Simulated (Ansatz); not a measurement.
**CCSD(T)/3-21G run of H3O+ (SMILES [OH3+])**

Aim: the vertical singlet–triplet gap of H3O+ at CCSD(T)/3-21G, from 2 runs. 

The results are computed with Ansatz 0.2.0.

### 1 Starting point

H3O+: 4 atoms, total charge +1, spin state singlet. SMILES: `[OH3+]`. The shape is that of a GFN2-xTB optimisation.

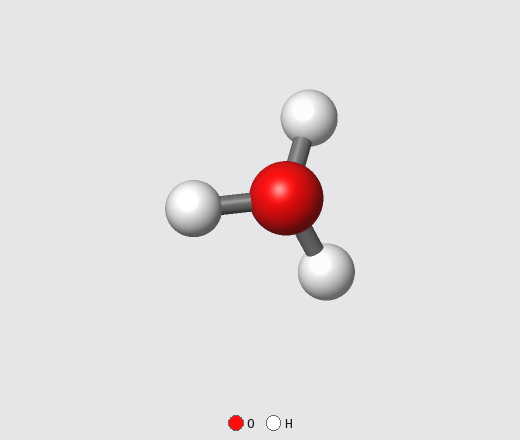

Viewed from a chosen angle; oxygen red, hydrogen white.

### 2 The energy at CCSD(T)/3-21G

File input.yaml:

```yaml
basis:
  gaussian: {orbitals: 3-21G.json}
crystal:
  periodic: [false, false, false]
  atoms:
    - {symbol: O, position_ang: [0.196050, -0.061020, -0.056900]}
    - {symbol: H, position_ang: [0.214230, 0.919440, 0.016470]}
    - {symbol: H, position_ang: [-0.413410, -0.366620, -0.765680]}
    - {symbol: H, position_ang: [0.003130, -0.491800, 0.806120]}
total_charge: 1
magnetization: {spin_polarized: false}
correlation: {method: ccsd_t, frozen_orbitals: {H: 0, O: 1}}
accuracy: high
scf: {omitted_lower_state_checks: [cluster_reference, increment]}
```

The basis set 3-21G is read from a file made from the Basis Set Exchange's data (not shown).

The run is started by

```console
$ ansatz run input.yaml --threads 1 --pin off --max-ram 2610MiB --events-out events.jsonl --progress --plain --runs-dir runs
```

Output:

```text
Warning: RAYON_NUM_THREADS=1 ignored (pool sized by the plan → 1); use --threads N
Functional definition: HF
  name "HF"
  exchange = exact_x
  correlation = 0
these checks for a lower state are left out or cut short: cluster_reference, increment
233 factors; integrals over basis functions are off by at most 3.4e-9 eV
mean field evaluation 1: about -2060.9595 eV, gradient 5.2e1 eV
mean field evaluation 2: about -2060.9550 eV, gradient 5.2e1 eV
mean field evaluation 4: about -2064.9149 eV, gradient 1.3e0 eV
mean field evaluation 8: about -2064.9167 eV, gradient 6.1e-4 eV
mean field -2064.91666261 eV, -75.8842877000 hartree, gradient 1.9e-8 eV, S^2 0.000000; 0 other end points of the search recorded, 0 dependent functions left out
1 core orbitals not correlated: weight in the atoms' cores, before any rotation towards them, 1.000 or more for the frozen orbitals, at most 0.000 for the correlated occupied ones
reference -2064.91666261 eV, -75.8842877000 hartree; 4, 4 occupied and 10, 10 virtual orbitals, 233 factors
second order -3.48260528 eV of doubles, -0.00000000 eV of singles
cycle   1  -3.57797265 eV  change   -9.5e-2 eV  update   3.3e-2
cycle   2  -3.69078977 eV  change   -1.1e-1 eV  update   1.2e-2
cycle   3  -3.70113280 eV  change   -1.0e-2 eV  update   2.4e-3
cycle   4  -3.70197095 eV  change   -8.4e-4 eV  update   5.7e-4
cycle   5  -3.70193105 eV  change    4.0e-5 eV  update   1.5e-4
cycle   6  -3.70192623 eV  change    4.8e-6 eV  update   3.3e-5
cycle   7  -3.70191815 eV  change    8.1e-6 eV  update   1.0e-5
cycle   8  -3.70191272 eV  change    5.4e-6 eV  update   1.4e-6
cycle   9  -3.70191315 eV  change   -4.3e-7 eV  update   2.3e-7
cycle  10  -3.70191320 eV  change   -4.8e-8 eV  update   4.1e-8
cycle  11  -3.70191316 eV  change    4.3e-8 eV  update   1.3e-8
cycle  12  -3.70191316 eV  change   -2.1e-9 eV  update   8.7e-9
cycle  13  -3.70191244 eV  change    7.2e-7 eV  update   4.7e-8
cycle  14  -3.70191240 eV  change    4.0e-8 eV  update   1.1e-8
cycle  15  -3.70191238 eV  change    2.2e-8 eV  update   2.6e-9
cycle  16  -3.70191238 eV  change  -2.0e-10 eV  update  6.6e-10
perturbative correction -0.03888916 eV, -0.0014291503 hartree
Total energy: -2068.65746415 eV, -76.0217596211 hartree
Checks for a lower state left out: cluster_reference, increment
```

Run time: 0.06 s. Hardware: 1 thread of AMD EPYC 9R45 (Zen 5), shared host.

### 3 The triplet, same level

File molecule.yaml:

```yaml
crystal:
  periodic: [false, false, false]
  atoms:
    - {symbol: O, position_ang: [0.196050, -0.061020, -0.056900]}
    - {symbol: H, position_ang: [0.214230, 0.919440, 0.016470]}
    - {symbol: H, position_ang: [-0.413410, -0.366620, -0.765680]}
    - {symbol: H, position_ang: [0.003130, -0.491800, 0.806120]}
basis:
  gaussian: {orbitals: 3-21G.json}
total_charge: 1
magnetization: {spin_polarized: true, initial_magnetization: 2}
correlation: {method: ccsd_t, frozen_orbitals: {H: 0, O: 1}}
accuracy: high
scf: {omitted_lower_state_checks: [cluster_reference, increment]}
```

The basis set 3-21G is read from a file made from the Basis Set Exchange's data (not shown).

The run is started by

```console
$ ansatz run molecule.yaml --threads 1 --pin off --max-ram 2610MiB --events-out events.jsonl --progress --plain --runs-dir runs
```

Output:

```text
Warning: RAYON_NUM_THREADS=1 ignored (pool sized by the plan → 1); use --threads N
[... 4 set-up lines as earlier in the session ...]
these checks for a lower state are left out or cut short: cluster_reference, increment
233 factors; integrals over basis functions are off by at most 3.4e-9 eV
mean field evaluation 1: about -2053.4105 eV, gradient 1.5e1 eV
mean field evaluation 2: about -2053.4134 eV, gradient 1.5e1 eV
mean field evaluation 4: about -2054.1524 eV, gradient 7.9e-1 eV
mean field evaluation 8: about -2054.1579 eV, gradient 1.3e-3 eV
mean field -2054.15787122 eV, -75.4889094092 hartree, gradient 3.0e-8 eV, S^2 2.001318; 0 other end points of the search recorded, 0 dependent functions left out
1 core orbitals not correlated: weight in the atoms' cores, before any rotation towards them, 1.000 or more for the frozen orbitals, at most 0.000 for the correlated occupied ones
reference -2054.15787122 eV, -75.4889094092 hartree; 5, 3 occupied and 9, 11 virtual orbitals, 233 factors
second order -2.85181996 eV of doubles, -0.00000000 eV of singles
cycle   1  -3.07145129 eV  change   -2.2e-1 eV  update   3.5e-2
cycle   2  -3.19421356 eV  change   -1.2e-1 eV  update   1.4e-2
cycle   3  -3.20520975 eV  change   -1.1e-2 eV  update   4.6e-3
cycle   4  -3.20690979 eV  change   -1.7e-3 eV  update   2.4e-3
cycle   5  -3.20803680 eV  change   -1.1e-3 eV  update   1.0e-3
cycle   6  -3.20804044 eV  change   -3.6e-6 eV  update   4.4e-4
cycle   7  -3.20807769 eV  change   -3.7e-5 eV  update   1.6e-4
cycle   8  -3.20803482 eV  change    4.3e-5 eV  update   4.7e-5
cycle   9  -3.20802956 eV  change    5.3e-6 eV  update   1.2e-5
cycle  10  -3.20802855 eV  change    1.0e-6 eV  update   2.1e-6
cycle  11  -3.20802855 eV  change   1.8e-10 eV  update   4.9e-7
cycle  12  -3.20802857 eV  change   -2.6e-8 eV  update   1.1e-7
cycle  13  -3.20802861 eV  change   -3.4e-8 eV  update   3.3e-8
cycle  14  -3.20802863 eV  change   -2.3e-8 eV  update   1.5e-8
cycle  15  -3.20802863 eV  change    3.5e-9 eV  update   1.1e-8
cycle  16  -3.20802849 eV  change    1.3e-7 eV  update   3.6e-8
cycle  17  -3.20802848 eV  change    1.2e-8 eV  update   1.4e-8
cycle  18  -3.20802848 eV  change    2.5e-9 eV  update   7.0e-9
cycle  19  -3.20802847 eV  change    3.4e-9 eV  update   3.7e-9
cycle  20  -3.20802847 eV  change    2.6e-9 eV  update   1.2e-9
cycle  21  -3.20802847 eV  change    1.0e-9 eV  update  4.6e-10
cycle  22  -3.20802847 eV  change  -3.8e-11 eV  update  2.0e-10
perturbative correction -0.03830115 eV, -0.0014075415 hartree
Total energy: -2057.40420085 eV, -75.6082098225 hartree
Checks for a lower state left out: cluster_reference, increment
```

Run time: 0.08 s. Hardware: 1 thread of AMD EPYC 9R45 (Zen 5), shared host.

### 4 What came out

Level: CCSD(T)/3-21G, 1 core orbital frozen.

| quantity | value |
| --- | --- |
| singlet: total energy | -76.02176 Eh |
| singlet: correlation energy (1 core orbital frozen) | -137.5 mEh |
| singlet: (T) correction | -1.43 mEh |
| singlet: T1 diagnostic | 0.007 |
| triplet: total energy | -75.60821 Eh |
| triplet: correlation energy (1 core orbital frozen) | -119.3 mEh |
| triplet: (T) correction | -1.41 mEh |
| triplet: ⟨S²⟩ of the reference determinant | 2.001 |
| triplet: T1 diagnostic | 0.007 |
| vertical energy of the triplet above the singlet | 11.253 eV |

In words: At this shape the triplet lies 11.25 eV (1086 kJ/mol) above the singlet. The triples (singlet) make up 1.0 % of the correlation energy. The triples (triplet) make up 1.2 % of the correlation energy.
